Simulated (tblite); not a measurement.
## Run report: BSi$_{2}$NH$_{7}$ (charge +1), property calculation

BSi$_{2}$NH$_{7}$, charge +1, computed with IPEA1-xTB, U-SCC (tblite 0.8.0).

The geometry is that of the parent species in another charge or spin state. The geometry: force field.

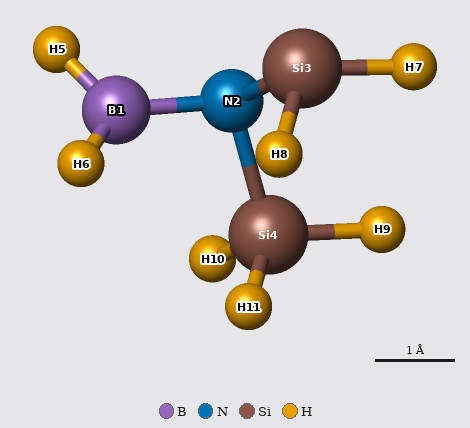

*The input geometry (ball-and-stick view, seen at a tilt; atoms are numbered from 1 in the order of the input).*

### Input (script.py)
```python
# IPEA1-xTB solvation energies
import json
import numpy as np
from tblite.interface import Calculator

symbols = ["B", "N", "Si", "Si", "H", "H", "H", "H", "H", "H", "H"]
numbers = np.array([5, 7, 14, 14, 1, 1, 1, 1, 1, 1, 1])
positions = np.array([  # bohr
    [-0.150233, 2.903186, 1.050121],
    [-1.345863, 0.348277, 0.644397],
    [-2.235735, 0.049511, -2.649018],
    [1.244196, -1.879711, 1.300887],
    [-1.179945, 4.359598, 2.468927],
    [1.550709, 3.701973, -0.126423],
    [-3.222172, -2.461179, -3.070805],
    [0.140407, 0.429157, -4.244892],
    [0.145698, -4.439723, 0.965083],
    [1.898986, -1.661636, 4.006408],
    [3.277730, -1.456790, -0.305947],
])

def energy(solvent=None):
    tb = Calculator("IPEA1-xTB", numbers, positions, charge=1, uhf=0)
    tb.set("verbosity", 0)
    tb.add("spin-polarization", 1.0)
    if solvent:
        tb.add("gbsa-solvation", solvent)
    return tb.singlepoint()

wfn = energy()
solvents = ["cs2", "ether", "acetonitrile", "water"]
runs = [energy(s) for s in solvents]
print(f"gas phase: E = {wfn.get('energy'):.8f} Eh, dipole {np.linalg.norm(wfn.get('dipole')) * 2.541746:.3f} D")
print("solvent          dG(solv)/kcal/mol   dipole/D")
for s, x in zip(solvents, runs):
    print(f"{s:<14} {(x.get('energy') - wfn.get('energy')) * 627.5095:12.4f} {np.linalg.norm(x.get('dipole')) * 2.541746:12.3f}")
out = {k: np.asarray(wfn.get(k)).tolist() for k in ("energy", "gradient", "charges", "dipole", "orbital-energies", "orbital-occupations")}
out.update(symbols=symbols, positions=(positions * 0.529177210903).tolist(), state_energies=[float(x.get("energy")) for x in runs], state_dipoles=[float(np.linalg.norm(x.get("dipole"))) for x in runs])
json.dump(out, open("results.json", "w"))
```

Command:
```bash
python script.py
```

### Output
```
gas phase: E = -12.70454524 Eh, dipole 8.567 D
solvent          dG(solv)/kcal/mol   dipole/D
cs2                -36.9186        9.022
ether              -44.8542        8.930
acetonitrile       -51.2490        9.051
water              -47.3147        9.010
```

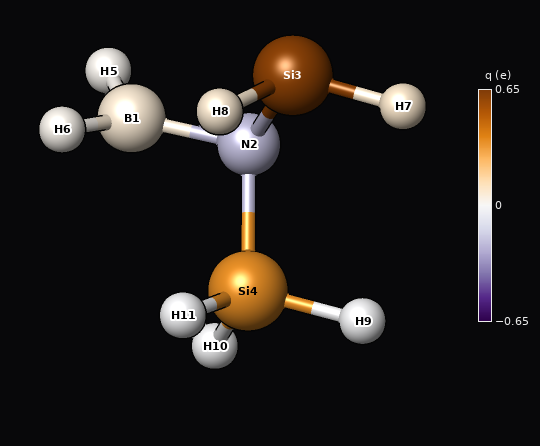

*Mulliken charges, as the colour of each atom (ball-and-stick view, seen at a tilt; atoms are numbered from 1 in the order of the input).*

By element: B +0.07, N −0.21, Si +0.36 to +0.62 and H −0.01 to +0.08 e.

### Summary

```csv
quantity,value
outcome,converged
total energy,−12.704545 hartree
basis functions,42
largest force,3.873 eV/Å
HOMO,−16.03 eV
LUMO,−14.07 eV
hardware,"1 thread of Intel Xeon (Granite Rapids), 192 GiB of memory available, shared host"
peak memory,0.11 GiB
```

Settings chosen away from the usual ones: solvent; solvent_model; spinpol.
